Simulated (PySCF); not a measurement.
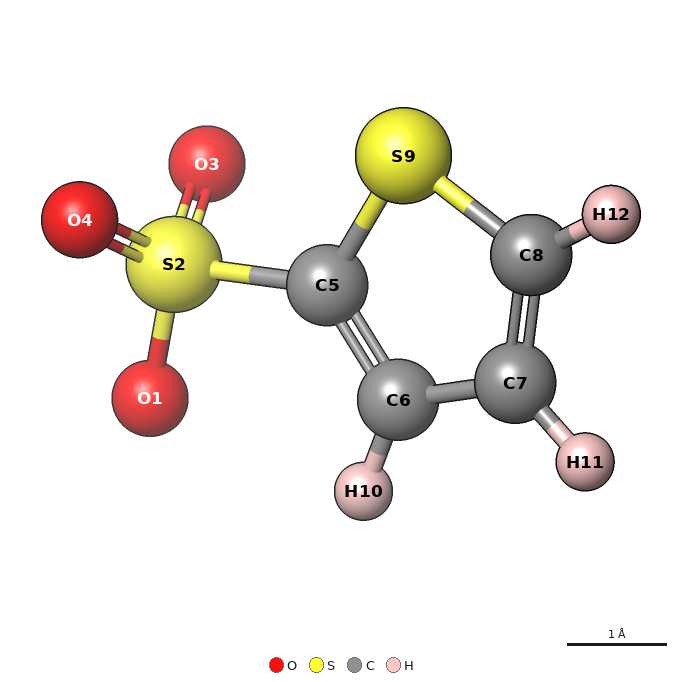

Orthographic view. Depth is shown by fading: the farther an atom, the more it takes the colour of the background. State: charge −1, singlet. The computed structure is the end point of a PBE0-D3(BJ)/def2-SVP optimisation. No frequency run is at hand to confirm it as a minimum.

Write a MOL file (V2000) with the atoms in numerical order, bonds sorted by atom number with the orders drawn, and coordinates in the frame of the picture: x right, y up, z towards the viewer, origin at the mean position.

```
C4H3O3S2
                    3D

 12 12  0  0  0  0  0  0  0  0999 V2000
   -2.1500   -0.9200   -1.5900 O   0  0  0  0  0  0  0  0  0  0  0  0
   -1.9000    0.4400   -1.0600 S   0  0  0  0  0  0  0  0  0  0  0  0
   -1.5700    1.4500   -2.0800 O   0  0  0  0  0  0  0  0  0  0  0  0
   -2.8600    0.8900   -0.0400 O   0  0  0  0  0  0  0  0  0  0  0  0
   -0.3500    0.2300   -0.1500 C   0  0  0  0  0  0  0  0  0  0  0  0
    0.3600   -0.9300   -0.0100 C   0  0  0  0  0  0  0  0  0  0  0  0
    1.5500   -0.7600    0.7600 C   0  0  0  0  0  0  0  0  0  0  0  0
    1.7100    0.5300    1.1900 C   0  0  0  0  0  0  0  0  0  0  0  0
    0.4200    1.5400    0.6600 S   0  0  0  0  0  0  0  0  0  0  0  0
    0.0100   -1.8600   -0.4600 H   0  0  0  0  0  0  0  0  0  0  0  0
    2.2600   -1.5600    0.9900 H   0  0  0  0  0  0  0  0  0  0  0  0
    2.5200    0.9400    1.7900 H   0  0  0  0  0  0  0  0  0  0  0  0
  1  2  1  0
  2  3  2  0
  2  4  2  0
  2  5  1  0
  5  6  2  0
  5  9  1  0
  6  7  1  0
  6 10  1  0
  7  8  2  0
  7 11  1  0
  8  9  1  0
  8 12  1  0
M  CHG  1   1  -1
M  END
```
